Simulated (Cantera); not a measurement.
A closed system holds: 1 mol V, a varied amount of N2O, 6.2 mol N2, at 1300 °C and 62.0 mbar.

Cantera equilibrium calculation (NASA polynomials, part measured and part estimated; ideal gas, pure solids and liquids). Candidate condensed phases: V, VN, VO, V2O3, V2O4, V2O5; 13 gas species. Mutual solubility and eutectic melting of coexisting phases are not modelled. VN, VO: taken at fixed stoichiometry. Condensed phases not in the tables: the oxides between V2O3 and V2O5 other than VO2, solid solutions among these carbides, nitrides and lower oxides, V2N. The numbers say what is thermodynamically allowed, not how fast it happens.

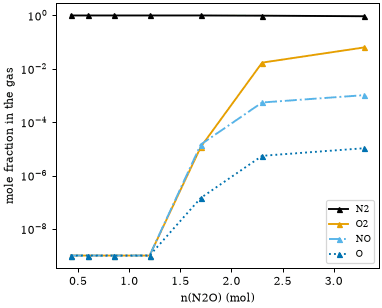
*Equilibrium gas composition (values under 1e-9 drawn at 1e-9)*

Read off the mole fractions at 3.3 mol N2O.

N2 about 0.94, O2 about 0.064, NO about 0.0010, O about 1.1e-5.
